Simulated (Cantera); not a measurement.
Charge: 1 mol MgF₂, 0.04 mol HF, 21 mol H₂, 0.26 mol O₂, held at 0.520 bar.

Cantera equilibrium calculation (NASA polynomials, part measured and part estimated; ideal gas, pure solids and liquids). Candidate condensed phases: H₂O, Mg, MgF₂, MgO, Mg(OH)₂; 31 gas species. Mutual solubility and eutectic melting of coexisting phases are not modelled. Rates play no part.

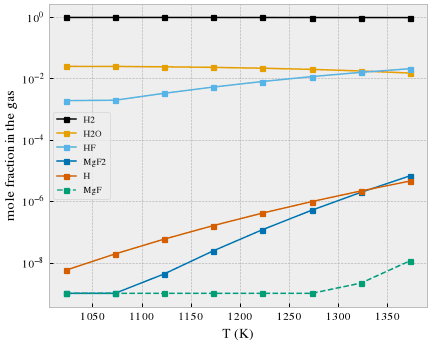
Equilibrium gas composition (values under 1e-9 drawn at 1e-9)

Read off the mole fractions at 1173 K.

H₂ about 0.97, H₂O about 0.023, HF about 0.0053, H about 1.6e-7, MgF₂ about 2.4e-8.
